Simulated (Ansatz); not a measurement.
NbP: response to strain

The reference is NbP (space group I4_1md, No. 109; relaxed with 0.1 eV smearing).

```cif
data_Nb2P2
_chemical_formula_sum 'Nb2 P2'
_space_group_name_H-M_alt 'P 1'
_space_group_IT_number 1
_cell_length_a 6.19261
_cell_length_b 6.19261
_cell_length_c 6.19261
_cell_angle_alpha 148.709
_cell_angle_beta 148.709
_cell_angle_gamma 44.839
loop_
_space_group_symop_operation_xyz
  'x, y, z'
loop_
_atom_site_label
_atom_site_type_symbol
_atom_site_fract_x
_atom_site_fract_y
_atom_site_fract_z
_atom_site_occupancy
Nb1 Nb 0.99945 0.99945 0.00000 1
Nb2 Nb 0.74945 0.24945 0.50000 1
P1 P 0.41655 0.41655 0.00000 1
P2 P 0.16655 0.66655 0.50000 1
```

Strains are applied to the cell and any free atomic positions relax.

Computed with Ansatz (a quantum-chemistry and plane-wave program) r2SCAN, no SOC.

Notes on the quantities. pressure: mean of the normal stresses, compression positive.

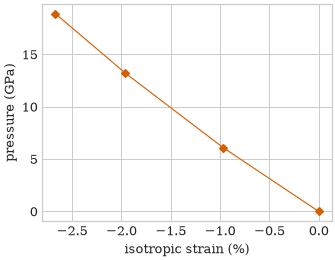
Figure. Pressure against isotropic strain

```
isotropic strain (%)  pressure
--------------------  --------
-2.67                 18.9 GPa
-1.96                 13.2 GPa
-0.97                  6.1 GPa
```

Stability against distortions was not tested. The final runs are not spin-polarised.
